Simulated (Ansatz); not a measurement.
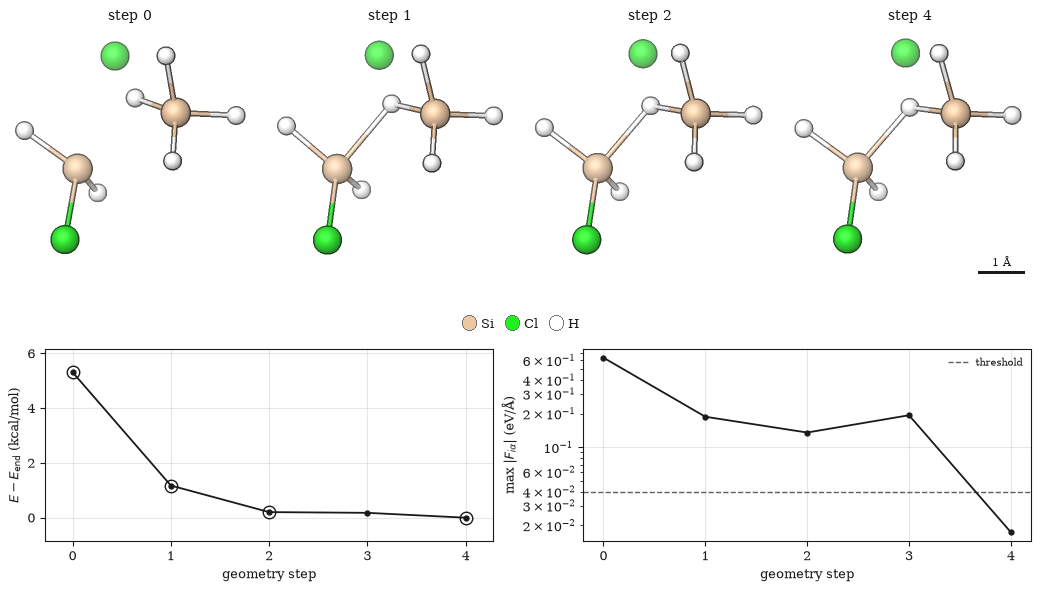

Frames of a constrained relaxation of Si2H6Cl2, marked on the history of the run. A ball-and-stick model, seen from a free direction.

The reaction that was planned forms Si1–Si7, Cl2–H6 and breaks Si1–Cl2, H6–Si7 (atoms numbered from 1 in input order).

Method: RKS PBE0-D4/def2-SVP (Ansatz 0.2.0). Settings: held fixed: the distance between atoms 1 (Si) and 7 (Si), the distance between atoms 2 (Cl) and 6 (H), the distance between atoms 1 (Si) and 2 (Cl), the distance between atoms 6 (H) and 7 (Si), counting from 1; force threshold 0.04 eV/Å; at most 150 steps.

Describe the path.

Answer. The atom that moves furthest after the best rigid fit is a Cl atom (0.32 Å). By element the largest moves are Cl 0.32 Å, H 0.25 Å, Si 0.03 Å. Some distances before and after: H–Si 2.016 → 1.760 Å, Cl–Si 3.404 → 3.188 Å, Cl–Si 2.020 → 2.070 Å, H–Si 1.446 → 1.476 Å. Bond angles that change, for instance: H–Si–H 106.8° → 111.7°, H–Si–H 99.1° → 94.2°, H–Si–H 132.8° → 128.0°. After 4 geometry steps the energy has fallen by 5.31 kcal/mol. Largest force component: 0.63 eV/Å at the start, 0.017 eV/Å at the end. Cost: 14 s on 4 threads of Arm Neoverse N1, with other jobs on the host. From step 0 to 1: H atoms move most (0.15 Å), energy −4.14 kcal/mol. From step 1 to 2: a Cl atom moves most (0.11 Å), energy −0.97 kcal/mol. From step 2 to 4: a Cl atom moves most (0.08 Å), energy −0.20 kcal/mol.

```
step  E − E(0), kcal/mol  largest force component, eV/Å
   0                0.00                         0.6337
   1               -4.14                         0.1878
   2               -5.11                         0.1356
   3               -5.14                         0.1936
   4               -5.31                         0.0174
```
